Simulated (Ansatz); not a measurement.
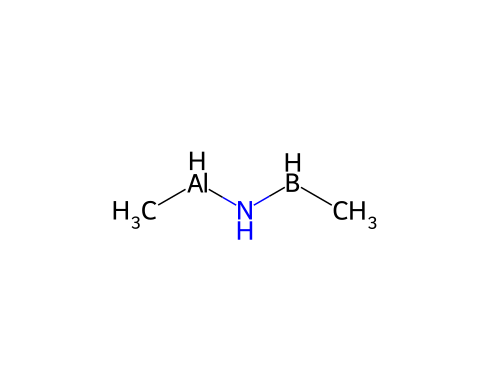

Skeletal drawing of a molecule.

**Transcribe the drawing into SMILES.**

CB[NH][AlH][CH3]

**What is the molecular formula?**

C2H9AlBN.

**An optimisation with PBE0-D4/def2-TZVP gave a structure of which point group?**

Cs. Other conformers may differ.

More results for the same structure follow; atom numbers are the same in all pictures, views and colours differ. The computed structure is the end point of a PBE0-D4/def2-TZVP optimisation.

### Vibrations

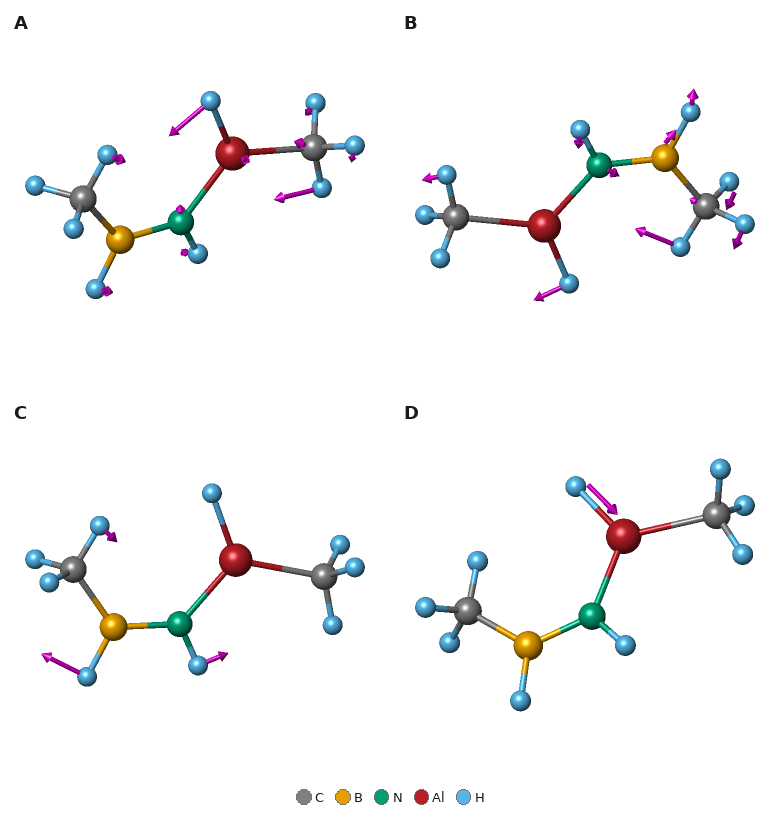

4 normal modes of one molecule or complex, as arrows. Harmonic vibrations computed with RKS PBE0-D4/def2-TZVP (Ansatz 0.2.0) at a stationary point of the same level.

**Match the panels to the wavenumbers 429 cm⁻¹, 662 cm⁻¹, 1089 cm⁻¹, 1941 cm⁻¹.**

A: 662 cm⁻¹
B: 429 cm⁻¹, angle bending
C: 1089 cm⁻¹, angle bending
D: 1941 cm⁻¹, Al–H stretching

### Dipole moment

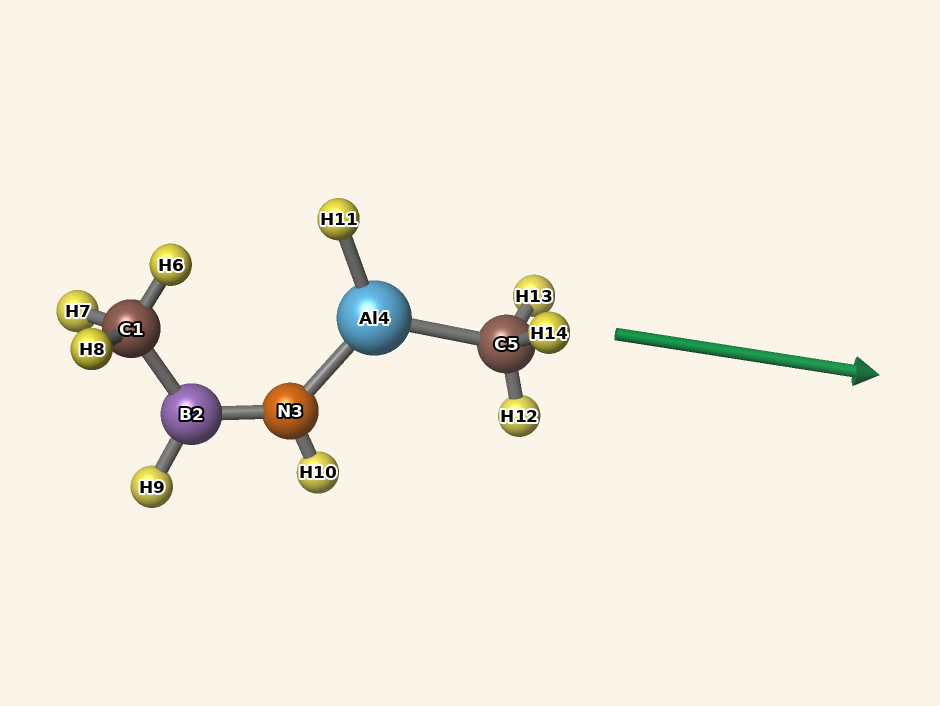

The arrow beside the molecule shows the direction of the dipole moment, from the negative to the positive end (its length means nothing). Properties computed with RKS PBE-D4/def2-TZVPP (Ansatz 0.2.0).

**Estimate the dipole moment.**

1.64 D; it points from the side of H7, H8 to the side of H12, H13, H14 (the outermost atoms at the two ends).

### Charges

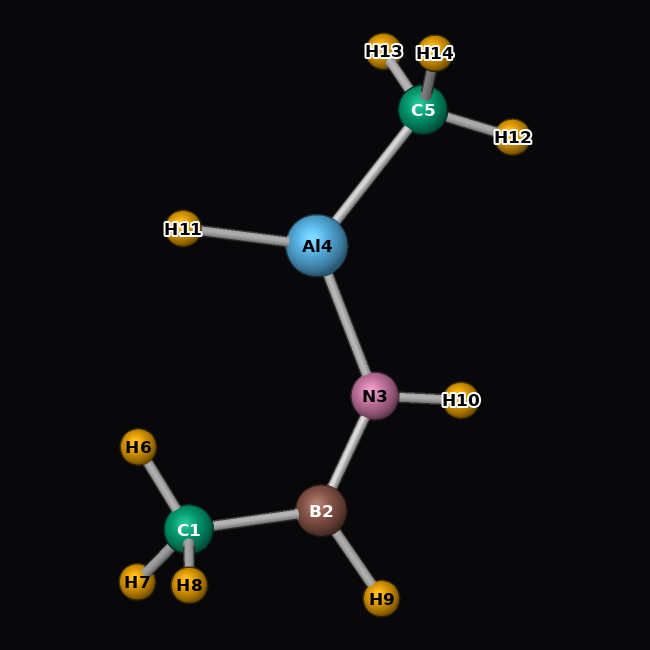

The questions are on Mulliken charges. Level of theory: RKS PBE0-D4/def2-TZVP (Ansatz 0.2.0).

**Which atom carries the highest charge (most positive or least negative)?**

Al4 (0.46 e).

**And the lowest?**

C5 (−0.61 e).

List the Mulliken charges.

```
atom  value (e)
  C1      −0.46
  B2       0.05
  N3      −0.37
 Al4       0.46
  C5      −0.61
  H6       0.13
  H7       0.13
  H8       0.13
  H9      −0.01
 H10       0.23
 H11      −0.10
 H12       0.14
 H13       0.14
 H14       0.14
```

Mulliken values depend strongly on the basis set and can even reverse the polarity of a bond.
